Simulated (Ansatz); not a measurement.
The starting structures come from a database of crystals and need not be the phases stable at ambient conditions.

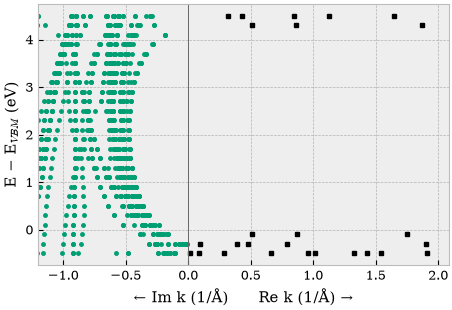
Fig. 1. Complex bands at the centre of the two-dimensional zone; Ansatz (an electronic-structure program) with r2SCAN

The gap is the functional's own. No spin-orbit coupling. Mid-gap values are interpolated on the energy grid.

**Question.** This is LiNbO3 (R-3, not sure to be the ambient phase, 10 atoms a cell, 11.7 Å³ an atom, -9 GPa at this level) along the normal of (100). Read off the slowest decay at the centre of the two-dimensional zone at 2.10 eV, the computed energy nearest the middle of the gap.

**Answer.** κ ≈ 0.47 1/Å, a decay length 1/(2κ) of the density of 1.1 Å.
